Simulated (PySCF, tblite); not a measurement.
# BClH8OSi3, a small molecule taken as a stand-in for a surface group (B on Si): NMR shifts, core binding energies and electronic excitations

Aim: the NMR shifts, core binding energies and electronic excitations of `[SiH3]B([SiH3])O[SiH2]Cl`.

Programs: tblite 0.8.0 and PySCF 2.14.0. All values are calculated, for the isolated system unless a continuum is named. Atoms count from 0, parts from 1.

### 1 The system as given

14 atoms, charge 0, multiplicity 1; geometry: distance geometry start.

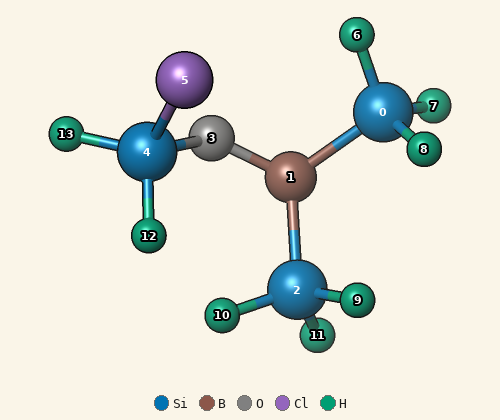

The starting geometry (silicon blue, boron brown, oxygen grey, chlorine purple, hydrogen teal), atoms numbered.

### 2 Relaxing the cluster with GFN2-xTB

What the job is given:

```
{"job": {"kind": "relax", "xc": "GFN2-xTB", "basis": "xTB"}, "charge": 0, "multiplicity": 1}
Si     1.815222    -1.424179     2.338114
B      0.036976    -0.613981     2.289629
Si    -0.057921     1.163642     1.502365
O     -1.081360    -1.544053     1.959171
Si    -1.837456    -1.731679     0.381166
Cl    -0.657524    -3.000786    -0.838983
H      1.699286    -2.826360     2.103292
H      2.381132    -1.202124     3.597296
H      2.620697    -0.835218     1.320326
H      1.109040     1.401076     0.709683
H     -1.219231     1.257622     0.684795
H     -0.132585     2.135657     2.548640
H     -1.952323    -0.422289    -0.242398
H     -3.165452    -2.246738     0.513503
```

Method: GFN2-xTB geometry optimisation, gas phase.

Launch:

```
OMP_NUM_THREADS=1 python cluster_run.py task.json out
```

This one command runs all jobs of the session in turn.

Standard output:

```text
step      E/eV     max force
  0    -521.88983    3.337
  1    -522.32829    2.349
  2    -522.64440    2.040
  3    -522.72364    0.889
  4    -522.80773    0.602
  5    -522.87337    0.774
  6    -522.92087    0.809
  7    -523.00004    0.688
  8    -523.03238    0.572
  9    -523.05886    0.416
 10    -523.07808    0.448
 11    -523.09868    0.510
 12    -523.12457    0.482
 13    -523.15152    0.446
 14    -523.17135    0.440
 15    -523.18487    0.442
 16    -523.20023    0.477
 17    -523.21958    0.480
 18    -523.23928    0.358
 19    -523.25469    0.280
 20    -523.26700    0.370
 21    -523.27819    0.410
 22    -523.29590    0.402
 23    -523.32128    0.488
 24    -523.34455    0.399
 25    -523.36010    0.264
 26    -523.36891    0.247
 27    -523.37765    0.312
 28    -523.38991    0.343
 29    -523.40299    0.523
 30    -523.41185    0.318
 31    -523.41949    0.175
 32    -523.42282    0.149
 33    -523.42567    0.123
 34    -523.42820    0.113
 35    -523.43048    0.112
 36    -523.43261    0.105
 37    -523.43432    0.090
 38    -523.43554    0.087
 39    -523.43665    0.103
 40    -523.43809    0.118
 41    -523.43983    0.119
 42    -523.44111    0.076
 43    -523.44161    0.031
 44    -523.44173    0.025
 45    -523.44177    0.020
 46    -523.44180    0.015
 47    -523.44185    0.019
 48    -523.44193    0.023
 49    -523.44203    0.024
 50    -523.44214    0.026
 51    -523.44221    0.021
 52    -523.44228    0.021
 53    -523.44235    0.022
 54    -523.44246    0.024
 55    -523.44261    0.033
 56    -523.44280    0.038
 57    -523.44297    0.035
 58    -523.44311    0.027
 59    -523.44321    0.031
 60    -523.44332    0.033
 61    -523.44349    0.034
 62    -523.44377    0.050
 63    -523.44416    0.054
 64    -523.44450    0.041
 65    -523.44471    0.038
 66    -523.44488    0.036
 67    -523.44514    0.058
 68    -523.44558    0.076
 69    -523.44612    0.073
 70    -523.44653    0.042
 71    -523.44676    0.034
 72    -523.44693    0.034
 73    -523.44721    0.051
 74    -523.44760    0.067
 75    -523.44795    0.047
 76    -523.44811    0.034
 77    -523.44820    0.026
 78    -523.44827    0.022
 79    -523.44845    0.021
 80    -523.44857    0.020
 81    -523.44866    0.018
 82    -523.44870    0.018
 83    -523.44874    0.013
 84    -523.44878    0.014
 85    -523.44884    0.016
 86    -523.44891    0.028
 87    -523.44900    0.036
 88    -523.44910    0.034
 89    -523.44919    0.031
 90    -523.44926    0.020
 91    -523.44930    0.016
 92    -523.44934    0.022
 93    -523.44940    0.037
 94    -523.44948    0.050
 95    -523.44959    0.050
 96    -523.44968    0.034
 97    -523.44974    0.018
 98    -523.44980    0.023
 99    -523.44987    0.037
100    -523.44995    0.040
101    -523.45002    0.027
102    -523.45009    0.024
103    -523.45017    0.026
104    -523.45028    0.040
105    -523.45037    0.036
106    -523.45043    0.019
107    -523.45046    0.012
108    -523.45048    0.013
109    -523.45050    0.014
110    -523.45053    0.019
111    -523.45056    0.024
112    -523.45059    0.023
113    -523.45064    0.026
114    -523.45069    0.025
115    -523.45073    0.017
116    -523.45075    0.014
117    -523.45078    0.019
118    -523.45081    0.025
119    -523.45085    0.027
120    -523.45091    0.022
121    -523.45095    0.016
122    -523.45098    0.016
123    -523.45102    0.017
124    -523.45107    0.028
125    -523.45116    0.038
126    -523.45130    0.042
127    -523.45145    0.037
128    -523.45158    0.026
129    -523.45166    0.027
130    -523.45172    0.040
131    -523.45180    0.033
132    -523.45193    0.022
133    -523.45202    0.021
134    -523.45210    0.029
135    -523.45217    0.027
136    -523.45224    0.027
137    -523.45231    0.020
138    -523.45236    0.014
139    -523.45240    0.016
140    -523.45244    0.020
141    -523.45248    0.023
142    -523.45253    0.020
143    -523.45257    0.015
144    -523.45258    0.015
145    -523.45260    0.007
```

It took 4.7 s on 1 thread of Arm Neoverse V1, shared host.

The steps of the relaxation:

```
step  energy from step 0 (eV)  largest force (eV/Å)
   0                   0.0000                3.3371
   6                  -1.0310                0.8095
  12                  -1.2347                0.4819
  18                  -1.3495                0.3586
  24                  -1.4547                0.3986
  30                  -1.5220                0.3180
  36                  -1.5428                0.1051
  42                  -1.5513                0.0760
  48                  -1.5521                0.0226
  54                  -1.5526                0.0240
  60                  -1.5535                0.0338
  66                  -1.5551                0.0354
  72                  -1.5571                0.0342
  78                  -1.5584                0.0221
  84                  -1.5590                0.0145
  90                  -1.5594                0.0206
  96                  -1.5598                0.0332
 102                  -1.5603                0.0232
 108                  -1.5607                0.0134
 114                  -1.5609                0.0247
 120                  -1.5611                0.0214
 126                  -1.5615                0.0422
 132                  -1.5621                0.0220
 138                  -1.5625                0.0142
 144                  -1.5628                0.0146
 145                  -1.5628                0.0067
```

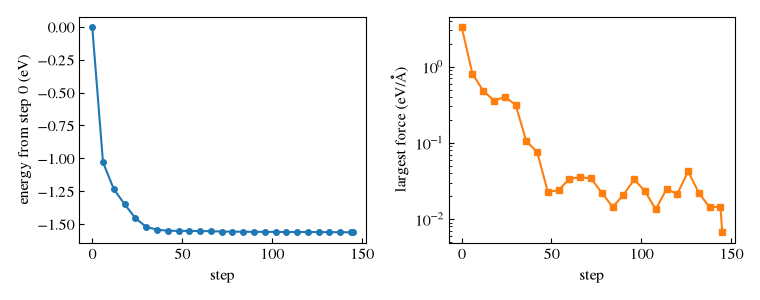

Energy and largest force along the relaxation.

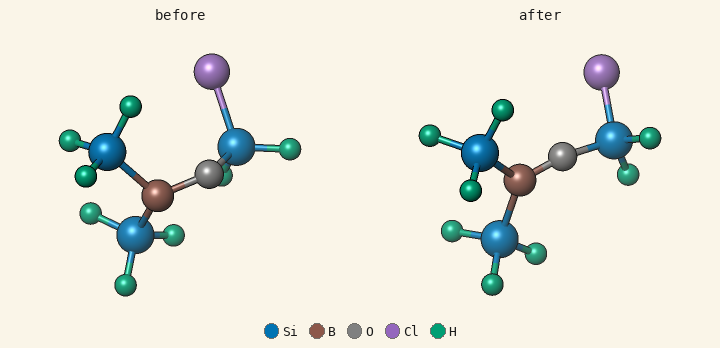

Before and after, at one scale.

Distances of close pairs at the start and the end, largest changes first:

```
   bond  before (Å)  after (Å)  change (Å)
  B1–O3       1.492      1.330      -0.162
 O3–Si4       1.760      1.606      -0.153
Si4–Cl5       2.119      2.005      -0.115
 Si0–H7       1.398      1.472      +0.074
Si2–H10       1.423      1.473      +0.049
 Si0–H8       1.425      1.471      +0.046
 Si0–H6       1.426      1.470      +0.044
 B1–Si2       1.946      1.990      +0.043
```

### 3 Optimising the geometry at PBE0-D3(BJ)/def2-SVP

What the job is given:

```
{"job": {"xc": "PBE0", "basis": "def2-SVP", "d3": "d3bj", "grid": 2, "kind": "geom", "shake": 0.01}, "charge": 0, "multiplicity": 1}
Si     1.850721    -0.808728     1.132901
B      0.287250     0.105392     0.229263
Si     0.060878     2.081423     0.085297
O     -0.598540    -0.680566    -0.305968
Si    -1.927778    -1.215687    -1.107430
Cl    -1.236759    -2.163042    -2.717957
H      1.772509    -2.253856     1.154208
H      1.987790    -0.372001     2.531649
H      3.117565    -0.456031     0.515896
H      1.167941     2.712617    -0.654664
H     -1.168003     2.517878    -0.560368
H      0.071336     2.744133     1.414620
H     -2.811450    -0.103543    -1.548093
H     -2.579938    -2.122598    -0.154945
```

Standard output:

```text
step   0  E = -1432.51925564  max force = 0.027603
step   1  E = -1432.52870138  max force = 0.004793
step   2  E = -1432.52906192  max force = 0.003732
step   3  E = -1432.52958250  max force = 0.005012
step   4  E = -1432.52984894  max force = 0.005453
step   5  E = -1432.53021710  max force = 0.003537
step   6  E = -1432.53037793  max force = 0.001484
step   7  E = -1432.53044090  max force = 0.000839
step   8  E = -1432.53047132  max force = 0.000770
step   9  E = -1432.53048089  max force = 0.000502
step  10  E = -1432.53048824  max force = 0.000277
optimisation converged
```

It took 2.3 min on 1 thread of Arm Neoverse V1, shared host; peak memory 0.72 GiB.

The steps of the relaxation:

| step | energy from step 0 (eV) | largest force component (eV/Å) |
| --- | --- | --- |
| 0 | 0.0000 | 1.4194 |
| 1 | -0.2570 | 0.2465 |
| 2 | -0.2668 | 0.1919 |
| 3 | -0.2810 | 0.2577 |
| 4 | -0.2883 | 0.2804 |
| 5 | -0.2983 | 0.1819 |
| 6 | -0.3027 | 0.0763 |
| 7 | -0.3044 | 0.0431 |
| 8 | -0.3052 | 0.0396 |
| 9 | -0.3055 | 0.0258 |
| 10 | -0.3057 | 0.0142 |

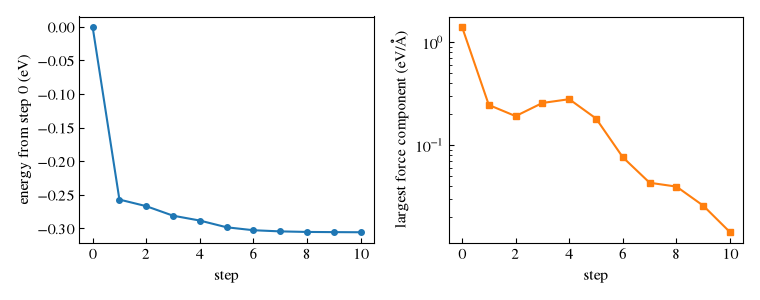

Energy and force, step by step.

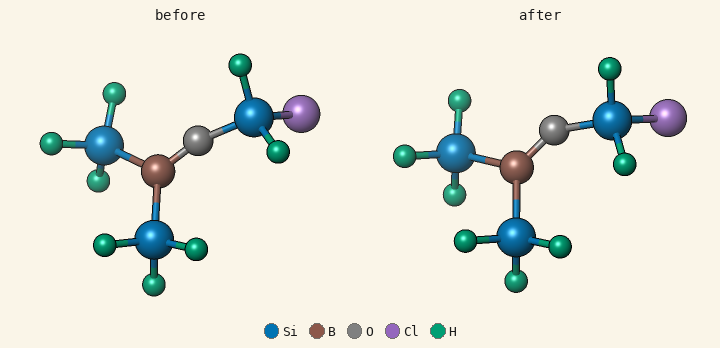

Before and after, at one scale.

Close pairs (by a distance rule), those that changed most:

```csv
bond,before (Å),after (Å),change (Å)
Si4–Cl5,1.992,2.051,+0.059
B1–Si2,1.994,2.051,+0.057
B1–O3,1.300,1.354,+0.055
Si0–H6,1.447,1.497,+0.050
Si0–H8,1.453,1.500,+0.047
Si2–H10,1.455,1.498,+0.043
O3–Si4,1.642,1.671,+0.029
Si0–H7,1.472,1.500,+0.028
```

The next job starts from the end point, and lists it.

```
                         at the end point                value
  point group (found at 0.08 Å tolerance)                   C1
rotational constants (GHz, main isotopes)  1.949, 0.686, 0.564
                        dipole moment (D)                 1.76
```

### 4 NMR shieldings: PBE0/pcSseg-1

What the job is given:

```
{"job": {"kind": "nmr", "xc": "PBE0", "basis": "pcSseg-1"}, "charge": 0, "multiplicity": 1}
Si     2.042417    -1.020090     0.809268
B      0.343425    -0.417513    -0.158845
Si     0.044894     1.600585    -0.367250
O     -0.493144    -1.380918    -0.612394
Si    -1.888350    -1.539853    -1.517515
Cl    -1.379119    -2.457364    -3.280326
H      2.146294    -2.508456     0.933261
H      2.093994    -0.421263     2.183191
H      3.247632    -0.517036     0.071683
H      1.199430     2.172648    -1.132992
H     -1.220304     2.028817    -1.045560
H      0.070478     2.220931     0.997101
H     -2.469746    -0.208832    -1.820846
H     -2.802727    -2.419659    -0.754945
```

With the program's defaults for keys left out, this is: GIAO PBE0/pcSseg-1 NMR shielding, non-relativistic, gas phase.

Standard output:

```text
coarse grid: 13632 points
cycle   1  E = -1432.8264615098  dE =  1.686e-01  |g| = 6.715e-01  |ddm| = 3.308e+00
cycle   2  E = -1432.6588762556  dE =  1.676e-01  |g| = 1.155e+00  |ddm| = 1.594e+00
cycle   3  E = -1432.9086440524  dE = -2.498e-01  |g| = 1.136e-01  |ddm| = 1.221e+00
cycle   4  E = -1432.9113755178  dE = -2.731e-03  |g| = 4.011e-02  |ddm| = 1.781e-01
cycle   5  E = -1432.9117655272  dE = -3.900e-04  |g| = 4.188e-03  |ddm| = 4.974e-02
cycle   6  E = -1432.9117692705  dE = -3.743e-06  |g| = 8.800e-04  |ddm| = 7.763e-03
final grid: 112920 points
cycle   7  E = -1432.9528739734  dE = -1.969e-05  |g| = 6.873e-03  |ddm| = 1.607e-02
cycle   8  E = -1432.9528618385  dE =  1.213e-05  |g| = 1.057e-02  |ddm| = 1.105e-02
cycle   9  E = -1432.9528814484  dE = -1.961e-05  |g| = 1.056e-03  |ddm| = 8.158e-03
cycle  10  E = -1432.9528816680  dE = -2.197e-07  |g| = 2.149e-04  |ddm| = 1.631e-03
cycle  11  E = -1432.9528816825  dE = -1.449e-08  |g| = 3.688e-05  |ddm| = 3.687e-04
cycle  12  E = -1432.9528816829  dE = -3.652e-10  |g| = 9.288e-06  |ddm| = 5.100e-05
converged SCF energy = -1432.9528816829

GIAO shielding tensors (ppm)
atom      isotropic    diamagn.    paramagn.     s11        s22        s33       span
  0 Si     455.652     880.044    -424.392    430.347    457.791    478.817     48.470
  1 B       10.430     198.228    -187.798   -101.624     37.914     94.999    196.623
  2 Si     472.213     881.654    -409.441    462.927    472.628    481.082     18.155
  3 O       29.676     396.467    -366.791   -234.448    -45.108    368.585    603.033
  4 Si     361.594     877.008    -515.414    349.526    358.835    376.423     26.897
  5 Cl     901.049    1147.188    -246.139    721.122    964.703   1017.322    296.200
  6 H       27.924      28.524      -0.601     24.402     26.640     32.729      8.327
  7 H       27.595      28.659      -1.065     24.835     26.390     31.559      6.723
  8 H       27.591      28.659      -1.068     25.091     26.289     31.393      6.302
  9 H       27.662      29.682      -2.020     25.218     26.148     31.621      6.402
 10 H       27.766      30.201      -2.435     23.516     27.333     32.450      8.935
 11 H       27.710      29.768      -2.058     24.932     26.332     31.865      6.933
 12 H       25.494      28.820      -3.326     21.697     24.424     30.360      8.663
 13 H       25.626      27.236      -1.611     22.143     23.820     30.915      8.771
```

Run time: 30 s. Hardware: 1 thread of Arm Neoverse V1, shared host; peak memory 0.9 GiB.

Shifts follow as δ = σ(reference) − σ, with reference shieldings (ppm) from runs at the same level and on the same kind of geometry: ¹H TMS 31.27, ²⁹Si TMS 352.0, ¹⁷O H2O 334.6, ¹¹B BF3·OEt2 100.7, ³⁵Cl HCl 943. The references are single molecules in the gas phase, so shifts against H2O, NH3, PH3, H3PO4 or CFCl3 are not on the usual liquid scales and can be off by tens of ppm.

| atoms | environment | σ (ppm) | δ (ppm) |
| --- | --- | --- | --- |
| H12 | hydrogen on a silicon bonded to Cl, O | 25.49 | 5.77 |
| H13 | hydrogen on a silicon bonded to Cl, O | 25.63 | 5.64 |
| H8 | hydrogen on a silicon bonded to B | 27.59 | 3.68 |
| H7 | hydrogen on a silicon bonded to B | 27.59 | 3.67 |
| H9 | hydrogen on a silicon bonded to B | 27.66 | 3.60 |
| H11 | hydrogen on a silicon bonded to B | 27.71 | 3.56 |
| H10 | hydrogen on a silicon bonded to B | 27.77 | 3.50 |
| H6 | hydrogen on a silicon bonded to B | 27.92 | 3.34 |
| Si4 | silicon bonded to Cl, O, 2 H | 361.6 | -9.6 |
| Si0 | silicon bonded to B, 3 H | 455.7 | -103.7 |
| Si2 | silicon bonded to B, 3 H | 472.2 | -120.2 |
| B1 | boron bonded to O, 2 Si | 10.4 | 90.3 |
| O3 | oxygen bonded to B, Si | 29.7 | 304.9 |
| Cl5 | chlorine bonded to Si | 901 | 42 |

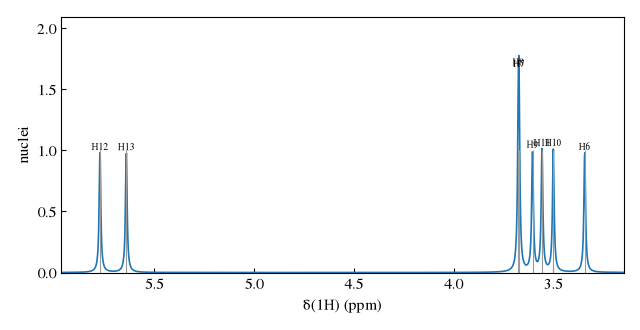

¹H lines at the computed shifts, without couplings. Lines are broadened to a width of 0.01 ppm (Lorentzian).

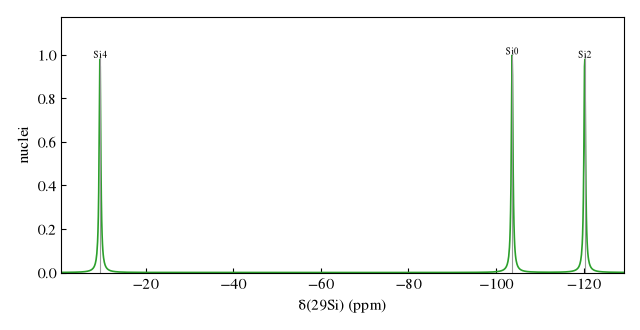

²⁹Si lines at the computed shifts, without couplings. Lines are broadened to a width of 0.44 ppm (Lorentzian).

The run also stored atomic charges by several schemes (e):

```
atoms  Mulliken    IAO  Hirshfeld  ESP fit
  Si0      0.30   0.39       0.21     0.11
   B1      0.03  -0.05       0.09     0.30
  Si2      0.25   0.35       0.20     0.23
   O3     -0.59  -0.58      -0.24    -0.34
  Si4      0.86   1.01       0.43     0.37
  Cl5     -0.31  -0.30      -0.12    -0.16
```

IAO charges:

Si0 0.39; B1 -0.05; Si2 0.35; O3 -0.58; Si4 1.01; Cl5 -0.30; H6 -0.10; H7 -0.10; H8 -0.10; H9 -0.09; H10 -0.10; H11 -0.09; H12 -0.13; H13 -0.12

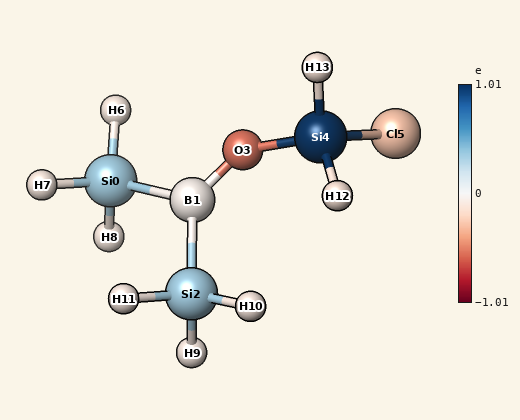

IAO charges, as colours on the atoms.

Mayer bond orders: Si0–B1 0.89, B1–Si2 0.90, B1–O3 1.17, O3–Si4 0.87, Si4–Cl5 1.01.

The fields below are evaluated on a grid from the run's orbitals.

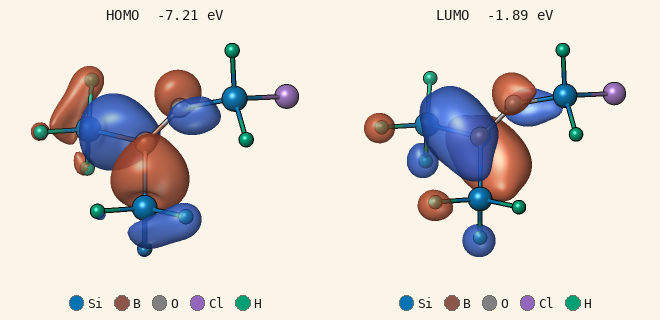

PBE0/pcSseg-1 orbitals near the gap, drawn at the value that encloses 70 % of each; the two colours are the two signs.

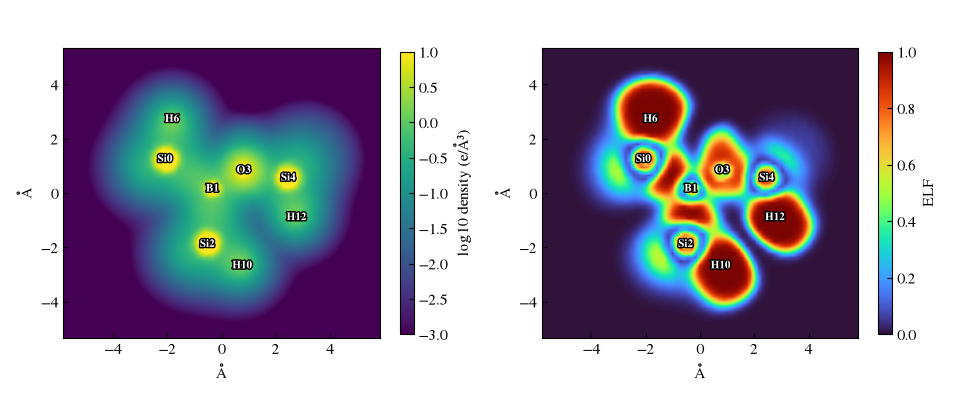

Density (left) and ELF (right) in a plane through or near 8 of the atoms.

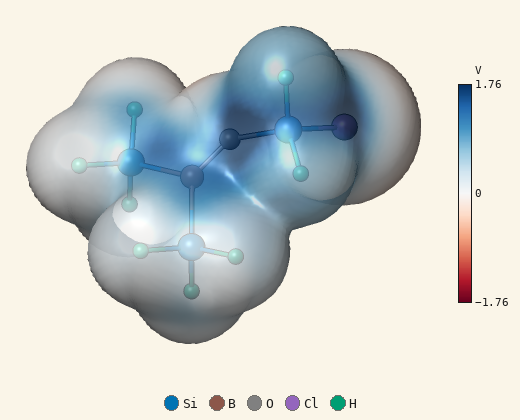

The potential that a unit positive charge feels on the 0.002 e/bohr³ surface, from -0.34 V near O3 to 1.76 V near H12.

(Part 1 of 2 ends here.)
